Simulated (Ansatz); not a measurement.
**CH2BrSi (charge −1): density, localisation and related maps**

The calculation's input:

```
crystal:
  periodic: [false, false, false]
  atoms:
    - {symbol: C, position_ang: [-0.648182, -0.637121, 0.457291]}
    - {symbol: Br, position_ang: [-0.960611, -2.530075, 0.027186]}
    - {symbol: Si, position_ang: [0.314496, 0.571146, -0.392386]}
    - {symbol: H, position_ang: [0.827075, -0.305044, -1.559663]}
    - {symbol: H, position_ang: [-1.212472, -0.447628, 1.377634]}
basis:
  gaussian:
    orbitals: def2-TZVPD
total_charge: -1
hamiltonian:
  xc: {name: PBE0}
output:
  forces: true
  orbitals: {seedname: orbitals}
```

Run with:

```sh
ansatz run input.yaml --threads 1 --pin off --max-ram 2610MiB --events-out events.jsonl --progress --plain --runs-dir runs
```

Geometry: PBE0-D3(BJ)/def2-SVPD.

Level of theory: isolated molecule in a Gaussian basis; Kohn-Sham density functional theory, functional PBE0 (Ansatz).

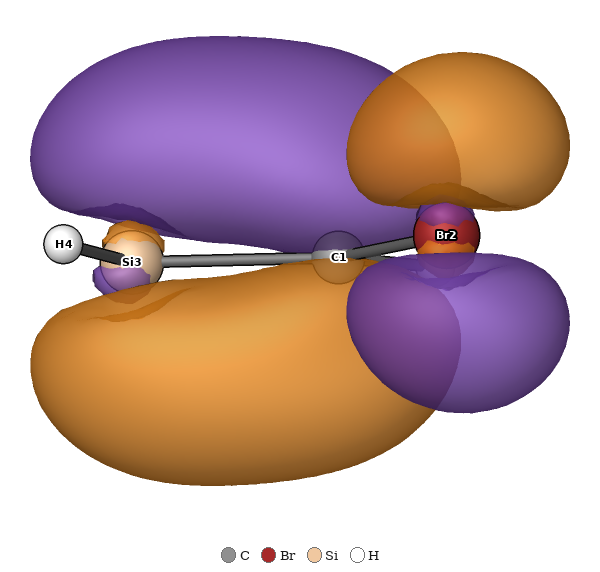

Figure 1. The HOMO at ±0.1 Å⁻³ᐟ² (orange and purple are the two phases), seen from one side.

Question: Where does this orbital lie, and at what energy?

Answer: By Hirshfeld shares it lies mainly on C1 (about 40 %), Si3 (about 35 %) and Br2 (about 20 %); it changes sign across the molecular plane (π type); π-bonding across C1–Si3; π-antibonding (a node) across C1–Br2. Its energy is −0.96 eV.

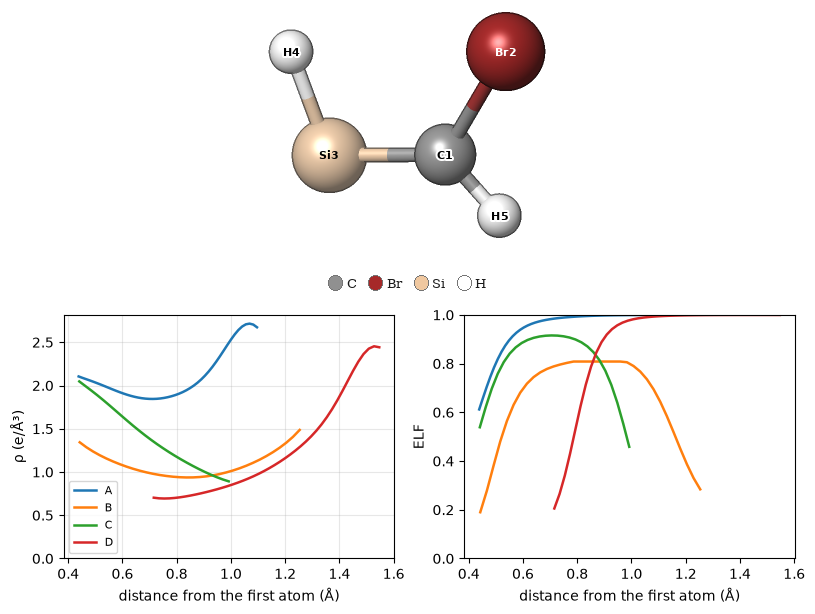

Figure 2. Electron density and electron localisation function along straight lines between neighbouring atoms. The curves leave out the atomic cores. The structure is drawn too.

Question: Which curve belongs to which contact (C–Br, C–H, C–Si and Si–H)? The first atom named is at distance zero.

Answer: Curve A: C–H (1.10 Å): ρ at the midpoint is about 2 e/Å³; the ELF climbs to about 1 towards the hydrogen, as it does in any bond to H; an ordinary covalent bond to hydrogen. Curve B: C–Br (1.97 Å): ρ is about 1 e/Å³ halfway; the ELF peaks at about 0.80 between the atoms, as expected for localised, covalent bonding. Curve C: C–Si (1.76 Å): ρ is about 1 e/Å³ halfway; the ELF peaks at about 0.90 between the atoms (a covalent bond). Curve D: Si–H (1.55 Å): ρ at the midpoint is about 0.7 e/Å³; the ELF climbs to about 1 towards the hydrogen.

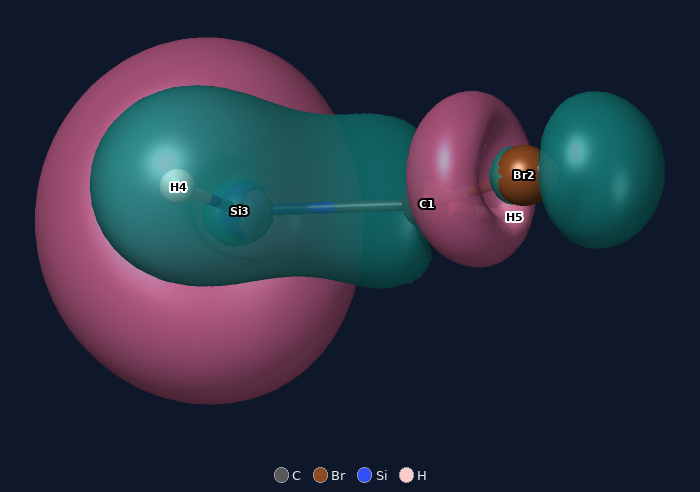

Figure 3. The HOMO−1 at ±0.1 Å⁻³ᐟ² (teal and pink are the two phases), seen from one side.

Question: Where does this orbital lie, and at what energy?

Answer: By Hirshfeld shares it lies mainly on Si3 (about 75 %), H4 (about 10 %), Br2 (about 10 %) and C1 (about 5 %); it is symmetric in the molecular plane (an in-plane orbital: σ, lone-pair or in-plane π type). Its energy is −1.12 eV.
